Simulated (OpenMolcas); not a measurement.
# Cu²⁺ among point charges: CASSCF and CASPT2 levels and susceptibility

How does a field of 6 point charges split the states of Cu²⁺, and what χT follows?

Program: OpenMolcas 26.06. Level of theory: state-averaged CASSCF and CASPT2, spin-orbit coupling by RASSI with atomic mean-field integrals. These are calculated values, not measurements, unless marked.

## Step 1: What is computed

* Species: Cu²⁺ (copper, Z = 29, 27 electrons)
* Basis: ANO-RCC-VDZP [5s4p2d1f], 34 functions
* Scalar Hamiltonian: DKH2, point nucleus
* Inactive shells: 1s 2s 2p 3s 3p
* Active space: 9 electrons in 5 orbitals (3d)
* Some configurations of this space: 3d⁹
* Orbitals: optimised for each spin and parity, averaged over all roots

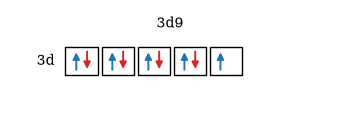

The shells outside the core, filled by Hund's rule for the drawing.

The ion sits among 6 point charges of -1 e arranged as a tetragonal octahedron (D4h), 2.32 Å from the ion, with the axial distance 2.552 Å.

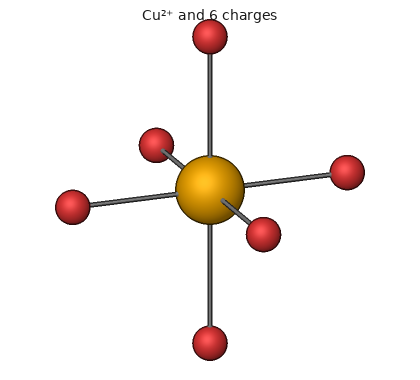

The ion and the point charges (red).

The work runs as a chain of OpenMolcas steps in one folder; each step below is one input file. Labels, J, g values, rates, χT and fits are worked out afterwards by a script from the matrices that RASSI stores. The input lists half of the charges; inversion (Group=XYZ) makes the rest.

## Step 2: Basis and integrals

The input, a.inp:

```
&GATEWAY
Coord
1

Cu 0.0 0.0 0.0
Basis=ANO-RCC-VDZP
Group=XYZ
NoMove
AngMom=0.0 0.0 0.0
AMFI
XField
3 Angstrom 0
2.320000 0.000000 0.000000 -1.000000
0.000000 2.320000 0.000000 -1.000000
0.000000 0.000000 2.552000 -1.000000
&SEWARD
```

## Step 3: CASSCF: doublets of even parity, 5 roots

The input, a.inp:

```
&RASSCF
FileOrb=start.orb
Symmetry=1
Spin=2
nActEl=9 0 0
Inactive=3 6
Ras2=5 0
CIRoot=5 5 1
SDav=5
CIMx=300
Iter=120 100
PrWF=0.3
OrbListing=Nothing
MaxOrb=0
>>> COPY $Project.JobIph JOB001
```

start.orb holds the contracted functions of the basis, ordered by shell, or the orbitals of the step before.

## Step 4: RASSI: spin-orbit coupling between the states

The input, a.inp:

```
&RASSI
NrOfJobIphs=1 5
1 2 3 4 5
IphNames
JOB001
EJob
SpinOrbit
DIPRint=1.0
SOCoupling=1000.0
Subsets=2
Property=9
'ANGMOM' 1 'ANGMOM' 2 'ANGMOM' 3 'MLTPL  1' 1 'MLTPL  1' 2 'MLTPL  1' 3
'AMFI' 1 'AMFI' 2 'AMFI' 3
SOProperty=3
'ANGMOM' 1 'ANGMOM' 2 'ANGMOM' 3
```

## Step 5: CASPT2: IPEA 0.25, imaginary shift 0.1 (closed shells correlated: 3s 3p)

The input, a.inp:

```
>>> COPY JOB001 $Project.JobIph
&CASPT2
Multistate=5 1 2 3 4 5
NoMult
Frozen=2 3
IPEA=0.25
Imaginary=0.1
MaxIter=60
WThr=0.0 0.3 0.05
PrWF=0.5
NoMix
```

(Steps that only read results are left out.)

Before running it: what results should come out? Wanted: spin-free ground state; first state of the same spin within the active space; lowest level; next level.

**Answer**, as computed:

```
                                            quantity                                                                        value
                                              method  SS-CASPT2, IPEA 0.25, imaginary shift 0.1 (closed shells correlated: 3s 3p)
                              spin-free ground state                                              2B1, 1-fold in its orbital part
first state of the same spin within the active space                                                             2B2 at 1090 cm⁻¹
                                        lowest level                                            2-fold E3/2, g = 1.84, 1.84, 4.84
                                          next level                                                                   976.7 cm⁻¹
                                         χT at 300 K                                                               1.16 cm³ K/mol
                           effective moment at 300 K                                                                      3.05 μB
```

Cost by method:

```csv
method,time of its own steps,time with the reference
A. CASSCF,3.2 s,3.2 s
"B. SS-CASPT2, IPEA 0.25, imaginary shift 0.1, +3s 3p",0.41 s,3.7 s
```

Times are of one thread on a shared host.

**Reading.** The spin-free ground state (2B1) comes to 100 % from free-ion D terms and keeps the highest spin of the shell. χT at 300 K is 1.16, against 0.38 cm³ K/mol for the spin alone, so orbital moment adds to it. The field of point charges can differ much from that of real complexes. Point charges carry no covalency, so the field is a model and not that of real ligands.
